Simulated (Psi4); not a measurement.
**Geometry relaxation of SiCl$_{2}$ (part 4 of 4)**

SiCl$_{2}$; B97-3c/def2-mTZVP, RKS (Psi4 1.11). The atoms were displaced at random from an optimised geometry.

Geometry of the input (Å):
```
Cl 0.2833  1.5883  0.3128
Si -0.7963  -0.0441  -0.4034
Cl 0.4799  -1.5998  0.0364
```

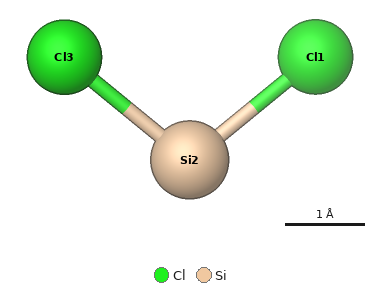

*The geometry at step 2 of the log (ball-and-stick view, seen at a tilt; atoms are numbered from 1 in the order of the input).*

Output, continued:
```
       Center              X                  Y                   Z               Mass
    ------------   -----------------  -----------------  -----------------  -----------------
         CL           0.345328859161     1.644681441642    -0.000000000000    34.968852682000
         SI          -0.942589798480    -0.019101972067     0.000000000000    27.976926534650
         CL           0.408792695361    -1.629398856478     0.000000000000    34.968852682000

  Running in c1 symmetry.

  Rotational constants: A =      0.48421  B =      0.08991  C =      0.07583 [cm^-1]
  Rotational constants: A =  14516.35572  B =   2695.40442  C =   2273.29739 [MHz]
  Nuclear repulsion =  166.470312378926963

  Charge       = 0
  Multiplicity = 1
  Electrons    = 48
  Nalpha       = 24
  Nbeta        = 24

  ==> Algorithm <==

  SCF Algorithm Type is DF.
  DIIS enabled.
  MOM disabled.
  Fractional occupation disabled.
  Guess Type is READ.
  Energy threshold   = 1.00e-08
  Density threshold  = 1.00e-08
  Integral threshold = 1.00e-12

  ==> Primary Basis <==

  Basis Set: DEF2-MTZVP
    Blend: DEF2-MTZVP
    Number of shells: 30
    Number of basis functions: 66
    Number of Cartesian functions: 69
    Spherical Harmonics?: true
    Max angular momentum: 2

  ==> DFT Potential <==

   => LibXC <=

    Version 7.1.2

   => Composite Functional: B973C <=

    Deriv               =              1
    GGA                 =           TRUE
    Meta                =          FALSE

    Exchange Hybrid     =          FALSE
    MP2 Hybrid          =          FALSE

   => Exchange-Correlation Functionals <=

   => LibXC Density Thresholds  <==

    XC_GGA_XC_B97_3C:  1.00E-14

   => Molecular Quadrature <=

    Radial Scheme          =       TREUTLER
    Pruning Scheme         =           NONE
    Nuclear Scheme         =       TREUTLER

    Blocking Scheme        =         OCTREE
    BS radius alpha        =              1
    Pruning alpha          =              1
    Radial Points          =             75
    Spherical Points       =            302
    Total Points           =          63593
    Total Blocks           =            566
    Max Points             =            256
    Max Functions          =             63
    Weights Tolerance      =       1.00E-15

   => Loading Basis Set <=

    Name: (DEF2-MTZVP AUX)
    Role: JKFIT
    Keyword: DF_BASIS_SCF

   => Loading Basis Set <=

    Name: DEF2-MTZVP
    Role: ORBITAL
    Keyword: BASIS

  Reading orbitals from file s0/cl2si.default.3564428.180.npy, no projection.

  ==> Integral Setup <==

  DFHelper Memory: AOs need 0.014 GiB; user supplied 1.026 GiB.
  SCF_SUBTYPE=INCORE selected. In-core MEM_DF algorithm will be used.
  Using in-core AOs.

  ==> MemDFJK: Density-Fitted J/K Matrices <==

    J tasked:                   Yes
    K tasked:                    No
    wK tasked:                   No
    Memory [MiB]:              1050
    Algorithm:                 Core
    Schwarz Cutoff:           1E-12
    Mask sparsity (%):       3.6731
    Fitting Condition:        1E-10

   => Auxiliary Basis Set <=

  Basis Set: (DEF2-MTZVP AUX)
    Blend: DEF2-UNIVERSAL-JKFIT
    Number of shells: 114
    Number of basis functions: 384
    Number of Cartesian functions: 465
    Spherical Harmonics?: true
    Max angular momentum: 4

  Cached 100.0% of DFT collocation blocks in 0.092 [GiB].

  Minimum eigenvalue in the overlap matrix is 2.1570676284E-02.
  Reciprocal condition number of the overlap matrix is 5.6202774428E-03.
    Using symmetric orthogonalization.

  ==> Pre-Iterations <==

  SCF Guess: Orbitals guess was supplied from a previous computation.

   -------------------------------------------------------
    Irrep   Nso     Nmo     Nalpha   Nbeta   Ndocc  Nsocc
   -------------------------------------------------------
     A         66      66      24      24      24       0
   -------------------------------------------------------
    Total      66      66      24      24      24       0
   -------------------------------------------------------

  ==> Iterations <==

                           Total Energy        Delta E     RMS |[F,P]|

   @DF-RKS iter   0: -1209.78215524839629   -1.20978e+03   7.12857e-05
   @DF-RKS iter   1: -1209.78284103054898   -6.85782e-04   1.67057e-05 DIIS
   @DF-RKS iter   2: -1209.78283868808649    2.34246e-06   3.35812e-05 DIIS
   @DF-RKS iter   3: -1209.78284208591822   -3.39783e-06   3.00208e-06 DIIS
   @DF-RKS iter   4: -1209.78284211285313   -2.69349e-08   8.87190e-07 DIIS
   @DF-RKS iter   5: -1209.78284211532991   -2.47678e-09   7.17391e-08 DIIS
   @DF-RKS iter   6: -1209.78284211533241   -2.50111e-12   6.00270e-08 DIIS
   @DF-RKS iter   7: -1209.78284211534242   -1.00044e-11   1.13788e-08 DIIS
   @DF-RKS iter   8: -1209.78284211534265   -2.27374e-13   2.06516e-09 DIIS
  Energy and wave function converged.

  ==> Post-Iterations <==

   Electrons on quadrature grid:
      Ntotal   =   47.9999955803 ; deviation = -4.420e-06

    Orbital Energies [Eh]
    ---------------------

    Doubly Occupied:

       1A   -100.647607     2A   -100.647340     3A    -65.491691
       4A     -9.234255     5A     -9.233965     6A     -7.065561
       7A     -7.065277     8A     -7.061449     9A     -7.061158
      10A     -7.059019    11A     -7.058730    12A     -5.177254
      13A     -3.594657    14A     -3.591315    15A     -3.587999
      16A     -0.780106    17A     -0.757102    18A     -0.469681
      19A     -0.375551    20A     -0.332439    21A     -0.332282
      22A     -0.305646    23A     -0.289763    24A     -0.250383

    Virtual:

      25A     -0.139296    26A     -0.032715    27A     -0.026027
      28A      0.128949    29A      0.146657    30A      0.156994
      31A      0.166917    32A      0.276526    33A      0.291006
      34A      0.308220    35A      0.330481    36A      0.333436
      37A      0.382207    38A      0.442792    39A      0.446816
      40A      0.481883    41A      0.550388    42A      0.553443
      43A      0.606373    44A      0.616512    45A      0.616817
      46A      0.633418    47A      0.662012    48A      0.676966
      49A      0.677588    50A      0.761947    51A      0.772410
      52A      0.829240    53A      1.055273    54A      1.121682
      55A      1.193091    56A      1.259111    57A      1.332280
      58A      2.160380    59A      2.178297    60A      2.180383
      61A      2.187527    62A      2.291206    63A      2.293383
      64A      9.034036    65A     24.037315    66A     24.100127

    Final Occupation by Irrep:
              A
    DOCC [    24 ]
    NA   [    24 ]
    NB   [    24 ]

  @DF-RKS Final Energy: -1209.78284211534265

   => Energetics <=

    Nuclear Repulsion Energy =            166.4703123789269625
    One-Electron Energy =               -2004.1313562152115537
    Two-Electron Energy =                 705.1153172830693165
    DFT Exchange-Correlation Energy =     -77.2241111863112053
    Empirical Dispersion Energy =          -0.0130043758162126
    VV10 Nonlocal Energy =                  0.0000000000000000
    Total Energy =                      -1209.7828421153426461

Computation Completed

Properties will be evaluated at   0.000000,   0.000000,   0.000000 [a0]

Properties computed using the SCF density matrix

 Multipole Moments:

 ------------------------------------------------------------------------------------
     Multipole            Electronic (a.u.)      Nuclear  (a.u.)        Total (a.u.)
 ------------------------------------------------------------------------------------

 L = 1.  Multiply by 2.5417464519 to convert [e a0] to [Debye]
 Dipole X            :          0.2388864           -0.7108975           -0.4720111
 Dipole Y            :          0.0011514           -0.0144066           -0.0132552
 Dipole Z            :         -0.0000000            0.0000000           -0.0000000
 Magnitude           :                                                    0.4721972

 ------------------------------------------------------------------------------------

	total time  =          1 seconds =       0.02 minutes

         ------------------------------------------------------------
                                   SCF GRAD
         ------------------------------------------------------------

  ==> Geometry <==

    Molecular point group: c1
    Full point group: Cs

    Geometry (in Angstrom), charge = 0, multiplicity = 1:

       Center              X                  Y                   Z               Mass
    ------------   -----------------  -----------------  -----------------  -----------------
         CL           0.345328859161     1.644681441642    -0.000000000000    34.968852682000
         SI          -0.942589798480    -0.019101972067     0.000000000000    27.976926534650
         CL           0.408792695361    -1.629398856478     0.000000000000    34.968852682000

  Nuclear repulsion =  166.470312378926963

  ==> Basis Set <==

  Basis Set: DEF2-MTZVP
    Blend: DEF2-MTZVP
    Number of shells: 30
    Number of basis functions: 66
    Number of Cartesian functions: 69
    Spherical Harmonics?: true
    Max angular momentum: 2

  ==> DFJKGrad: Density-Fitted SCF Gradients <==

    Gradient:                    1
    J tasked:                  Yes
    K tasked:                   No
    wK tasked:                  No
    Integrals threads:           1
    Memory [MiB]:             1144
    Schwarz Cutoff:          1E-12
    Fitting Condition:       1E-10

   => Auxiliary Basis Set <=

  Basis Set: (DEF2-MTZVP AUX)
    Blend: DEF2-UNIVERSAL-JKFIT
    Number of shells: 114
    Number of basis functions: 384
    Number of Cartesian functions: 465
    Spherical Harmonics?: true
    Max angular momentum: 4

  ==> DFT Potential <==

   => LibXC <=

    Version 7.1.2

   => Composite Functional: B973C <=

    Deriv               =              1
    GGA                 =           TRUE
    Meta                =          FALSE

    Exchange Hybrid     =          FALSE
    MP2 Hybrid          =          FALSE

   => Exchange-Correlation Functionals <=

   => LibXC Density Thresholds  <==

    XC_GGA_XC_B97_3C:  1.00E-14

   => Molecular Quadrature <=

    Radial Scheme          =       TREUTLER
    Pruning Scheme         =           NONE
    Nuclear Scheme         =       TREUTLER

    Blocking Scheme        =         OCTREE
    BS radius alpha        =              1
    Pruning alpha          =              1
    Radial Points          =             75
    Spherical Points       =            302
    Total Points           =          63593
    Total Blocks           =            566
    Max Points             =            256
    Max Functions          =             63
    Weights Tolerance      =       1.00E-15

  -Total Gradient:
     Atom            X                  Y                   Z
    ------   -----------------  -----------------  -----------------
       1        0.000202421294     0.000190081367     0.000000000000
       2        0.000100506668    -0.000317840152    -0.000000000000
       3       -0.000059275672     0.000138374778     0.000000000000

	total time  =          1 seconds =       0.02 minutes

    			-----------------------------------------

    			 OPTKING 3.0: for geometry optimizations

    			        with contributions from

    			-----------------------------------------

	                            ===> Fragment 1 <==

	 Z (Atomic Numbers)          Masses                          Geom
	      17.000000            34.968853          0.65257697  3.10799749 -0.00000000
	      14.000000            27.976927         -1.78123657 -0.03609750  0.00000000
	      17.000000            34.968853          0.77250624 -3.07911759  0.00000000

	 - Coordinate -           - BOHR/RAD -       - ANG/DEG -
	 R(1,2)           =         3.976026           2.104022
	 R(2,3)           =         3.972603           2.102211
	 B(1,2,3)         =         1.784653         102.253072

	        --- Internal Coordinate Step in ANG or DEG, aJ/ANG or AJ/DEG ---
	-------------------------------------------------------------------------------
	           Coordinate      Previous         Force          Change          New
	           ----------      --------        ------          ------        ------
	               R(1,2)       2.10402       -0.00182       -0.00050       2.10352
	               R(2,3)       2.10221        0.00159        0.00061       2.10282
	             B(1,2,3)     102.25307       -0.00001       -0.02639     102.22668
	-------------------------------------------------------------------------------

	                                 ==> Convergence Check <==

	Measures of convergence in internal coordinates in au.

	Criteria marked as inactive (o), active & met (*), and active & unmet ( ).

	----------------------------------------------------------------------------------------------
	   Step    Total Energy     Delta E     Max Force     RMS Force      Max Disp      RMS Disp
	----------------------------------------------------------------------------------------------
	  Convergence Criteria     1.00e-06 *    3.00e-04 *             o    1.20e-03 *             o
	----------------------------------------------------------------------------------------------
	     4   -1209.78284212   -3.71e-06      2.21e-04 *    1.75e-04 o    1.14e-03 *    8.98e-04 o  ~
	----------------------------------------------------------------------------------------------

Next Geometry in Ang
	Fragment 1 (Ang)

	   Cl   0.3453172678   1.6442225851  -0.0000000000
	   Si  -0.9428704385  -0.0187179316   0.0000000000
	   Cl   0.4090849268  -1.6293240405   0.0000000000

    Final optimized geometry and variables:
    Molecular point group: c1
    Full point group: Cs

    Geometry (in Angstrom), charge = 0, multiplicity = 1:

    CL           0.345328859161     1.644681441642    -0.000000000000
    SI          -0.942589798480    -0.019101972067     0.000000000000
    CL           0.408792695361    -1.629398856478     0.000000000000

  Variable Map:
  ----------------------------------------------------------------------------
  "B973C DISPERSION CORRECTION ENERGY" =>      -0.009126821916
  "CURRENT ENERGY"                     =>   -1209.782842115343
  "CURRENT REFERENCE ENERGY"           =>   -1209.782842115343
  "DD SOLVATION ENERGY"                =>       0.000000000000
  "DFT FUNCTIONAL TOTAL ENERGY"        =>   -1209.769837739526
  "DFT TOTAL ENERGY"                   =>   -1209.782842115343
  "DFT VV10 ENERGY"                    =>       0.000000000000
  "DFT XC ENERGY"                      =>     -77.224111186311
  "DISPERSION CORRECTION ENERGY"       =>      -0.009126821916
  "GRID ELECTRONS ALPHA"               =>      23.999997790141
  "GRID ELECTRONS BETA"                =>      23.999997790141
  "GRID ELECTRONS TOTAL"               =>      47.999995580282
  "NUCLEAR REPULSION ENERGY"           =>     166.470312378927
  "ONE-ELECTRON ENERGY"                =>   -2004.131356215212
  "OPTIMIZATION ITERATIONS"            =>       4.000000000000
  "PCM POLARIZATION ENERGY"            =>       0.000000000000
  "PE ENERGY"                          =>       0.000000000000
  "SCF ITERATION ENERGY"               =>   -1209.782842115343
  "SCF ITERATIONS"                     =>       8.000000000000
  "SCF TOTAL ENERGY"                   =>   -1209.782842115343
  "TWO-ELECTRON ENERGY"                =>     705.115317283069
  "XC GRID RADIAL POINTS"              =>      75.000000000000
  "XC GRID SPHERICAL POINTS"           =>     302.000000000000
  "XC GRID TOTAL POINTS"               =>   63593.000000000000

  Array Variable Map:
  ----------------------------------------------------------------------------
  "-D GRADIENT"                        =>       0.001969802864 ... 0.000000000000 3 by 3
  "B973C DISPERSION CORRECTION GRADIENT" =>       0.000063463988 ... 0.000000000000 3 by 3
  "CURRENT DIPOLE"                     =>      -0.472011135511 ... -0.000000000000 1 by 3
  "CURRENT GRADIENT"                   =>       0.000202421294 ... 0.000000000000 3 by 3
  "DFT TOTAL GRADIENT"                 =>       0.000202421294 ... 0.000000000000 3 by 3
  "DISPERSION CORRECTION GRADIENT"     =>       0.000063463988 ... 0.000000000000 3 by 3
  "SCF DIPOLE"                         =>      -0.472011135511 ... -0.000000000000 1 by 3
  "SCF TOTAL ENERGIES"                 =>   -1209.782155248396 ... -1209.782842115343 1 by 9
  "SCF TOTAL GRADIENT"                 =>       0.000202421294 ... 0.000000000000 3 by 3

    Psi4 run time: 0:00:09.83
```

Standard output:
```
Optimizer: Optimization complete!
```

Trajectory as extended XYZ (Å, eV, eV/Å), 4 frames, from step=0 to step=3:
```
3
Properties=species:S:1:pos:R:3:forces:R:3 step=0 energy=-32919.85003
Cl    0.2833    1.5883    0.3128    0.1257   0.3066   0.0970
Si   -0.7963   -0.0441   -0.4034   -0.5072   0.2459  -0.2183
Cl    0.4799   -1.5998    0.0364    0.3757  -0.5550   0.1182
3
Properties=species:S:1:pos:R:3:forces:R:3 step=1 energy=-32919.86525
Cl    0.2792    1.6141    0.3137    0.0553   0.0757   0.0357
Si   -0.7939   -0.0398   -0.4017   -0.2338   0.1233  -0.0994
Cl    0.4820   -1.6289    0.0341    0.1683  -0.2014   0.0584
3
Properties=species:S:1:pos:R:3:forces:R:3 step=2 energy=-32919.86809
Cl    0.2800    1.6197    0.3148   -0.0037  -0.0104  -0.0030
Si   -0.8000   -0.0366   -0.4043   -0.0339   0.0380  -0.0120
Cl    0.4861   -1.6371    0.0351    0.0262  -0.0286   0.0094
3
Properties=species:S:1:pos:R:3:forces:R:3 step=3 energy=-32919.86819
Cl    0.2804    1.6190    0.3149   -0.0089  -0.0097  -0.0055
Si   -0.8016   -0.0357   -0.4050   -0.0054   0.0163  -0.0007
Cl    0.4870   -1.6372    0.0355    0.0031  -0.0071   0.0007
```

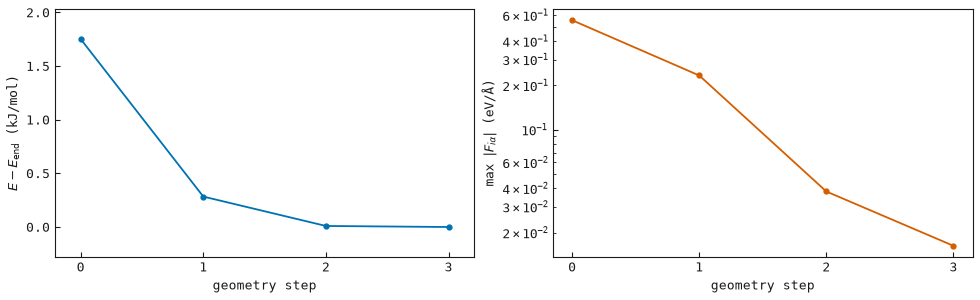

*Progress of the relaxation, step by step (steps are counted from 0).*

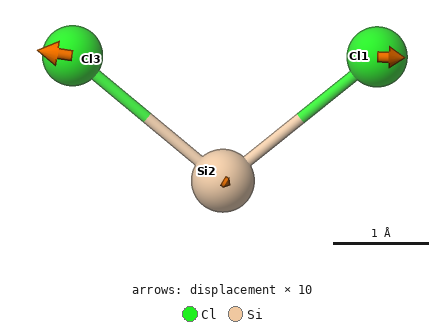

*The starting structure with the displacements as orange arrows, magnified 10 times (ball-and-stick view, seen on its broad side). The two geometries are laid on each other by the best rigid fit.*

The atom that moves furthest after the best rigid fit is Cl3 (0.039 Å). Largest moves by element: Cl 0.039 Å, Si 0.009 Å. Distances before and after: Si2–Cl3 2.060 → 2.102 Å, Cl1–Si2 2.084 → 2.104 Å. Over 3 geometry steps the energy falls by 1.75 kJ/mol. The largest force component goes from 0.55 to 0.016 eV/Å. (Atoms are counted from 1 in the order of the input.)

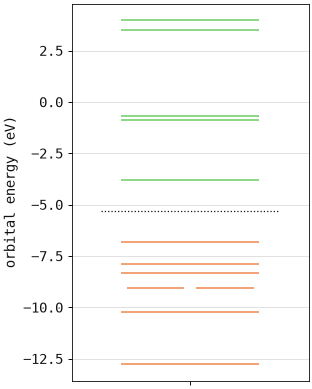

*Orbital energies near the frontier; the dotted line parts filled from empty levels, and levels within 0.02 eV of each other stand side by side.*

Highest filled −6.81 eV, lowest empty −3.79 eV, 3.02 eV apart.

Key numbers:

- outcome: converged
- total energy: −1209.782842 hartree
- dispersion energy: −0.009127 hartree
- basis functions: 66
- HOMO: −6.81 eV
- LUMO: −3.79 eV
- dipole moment: 1.20 D
- hardware: 1 thread of Intel Xeon (Granite Rapids), 160 GiB of memory available, shared host
- wall time: 11 s
- peak memory: 0.35 GiB
